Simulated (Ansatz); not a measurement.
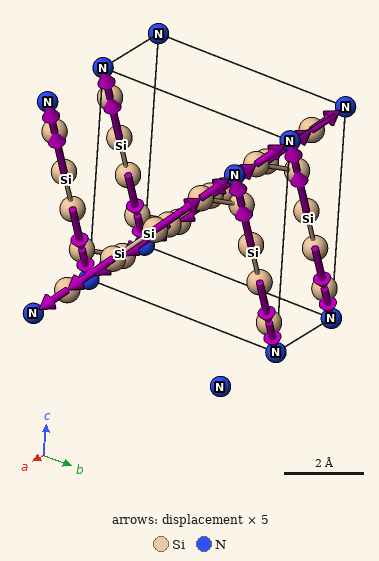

A relaxation of solid Si₈N (a generated structure, set up in I4/mmm) (coarse preliminary run). The starting structure is drawn; purple arrows show the displacements (the part carried along by the change of the cell is left out), 5 times their true length.

The picture is a ball-and-stick view of the cell of the calculation, repeated 2 × 1 × 1 with one cell outlined, seen slightly off an axis.

Method: Ansatz 0.2.0, DFT PBE, scalar-relativistic, plane waves, PAW.

Input file:
```yaml
crystal:
  lattice:
    - [-3.31623686, 3.31623686, 2.75054795]
    - [3.31623686, -3.31623686, 2.75054795]
    - [3.31623686, 3.31623686, -2.75054795]
  atoms:
    - { symbol: Si, position: [0.0, 0.60456759, 0.60456759] }
    - { symbol: Si, position: [0.0, 0.39543241, 0.39543241] }
    - { symbol: Si, position: [0.39543241, 0.0, 0.39543241] }
    - { symbol: Si, position: [0.60456759, 0.0, 0.60456759] }
    - { symbol: Si, position: [0.0, 0.16798974, 0.16798974] }
    - { symbol: Si, position: [0.0, 0.83201026, 0.83201026] }
    - { symbol: Si, position: [0.83201026, 0.0, 0.83201026] }
    - { symbol: Si, position: [0.16798974, 0.0, 0.16798974] }
    - { symbol: "N", position: [0.0, 0.0, 0.0] }
basis:
  ecutwfc: 420
kpoints:
  mp_grid: { grid: [4, 4, 4] }
hamiltonian:
  xc: pbe
scf:
  occupations: { method: gaussian, width: 0.1 }
  lower_state_search: "off"
output:
  forces: true
  stress: true
  eigenvalues: true
relax:
  adjacent_minimum: "off"
  f_tol: 0.04
  max_steps: 70
  cell: { stress_tol: 0.4 }
```

Command:
```bash
ansatz run input.yaml --threads 1 --pin off --max-ram 2560MiB --backend cpu --events-out ev --progress --plain --runs-dir out
```

Q: Atoms of which element are displaced furthest, and by how much?

A: Silicon: up to 0.31 Å, against 0.00 Å for nitrogen.

Q: What happened in the run?

A: The largest moves relative to the cell, 0.31 Å, are those of Si1, Si2, Si3 and Si4. Si3 goes along [−1 0 −1]. N stays in place. The drawn cell changes as follows: a = b = c 5.437 → 8.637 Å (+58.9 %), α 104.8° → 91.3°, β 104.8° → 91.3°, γ 119.2° → 162.8°; the volume changes by +55.5 %. Some distances before and after: Si1–Si1 5.501 → 2.580 Å, Si1–Si5 2.896 → 5.772 Å, Si1–Si7 2.850 → 4.832 Å, Si1–Si2 1.387 → 3.139 Å. Bonds break: Si1–Si2 (1.39 → 3.14 Å), Si3–Si4 (1.39 → 3.14 Å), Si5–Si6 (2.23 → 3.67 Å), Si7–Si8 (2.23 → 3.67 Å). The space group stays I4/mmm (No. 139). The energy falls by 18288 meV per atom in 26 accepted moves (29 points after the start). Largest force component: 77 eV/Å at the start, 0.028 eV/Å at the end. Pressure: 418.60 GPa at the start and 0.18 GPa at the end. The line search rejected the trial step at point 19 of the run. At 2 points the geometry stayed and the basis and grid were re-selected for the new cell (energy shift of 457 meV per atom at most each time).
